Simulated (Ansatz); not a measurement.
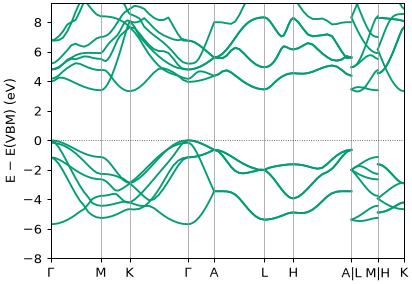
Band structure from PBE (plane waves, PAW; program Ansatz)

Question: Read off the gap and where the band edges lie.

Answer: About 3.3 eV (3.31 eV by a search for the band edges); maximum at Γ, minimum on the L–M line, 23 % of the way from L.

Question: Which of these materials gives this?
(A) BeS, P6_422 (Be on 3c, S on 3d)
(B) BeSe, wurtzite
(C) GaN, wurtzite
(D) SiC, wurtzite

Answer: B, BeSe, wurtzite

Space group P6_3mc (wurtzite). The start of the workflow was typed in or built on a structure type; neither database checked (COD, Materials Project) lists it. COD files the formula under space group No. 216, so this cell is another polymorph or a model. Its standing as an ambient phase is unchecked. Symmetry was held in the PBE relaxation; whether a distortion lowers the energy is not shown. Spin–orbit coupling is left out wherever it is not named.

Potentials: the earlier of the program's two PAW sets.
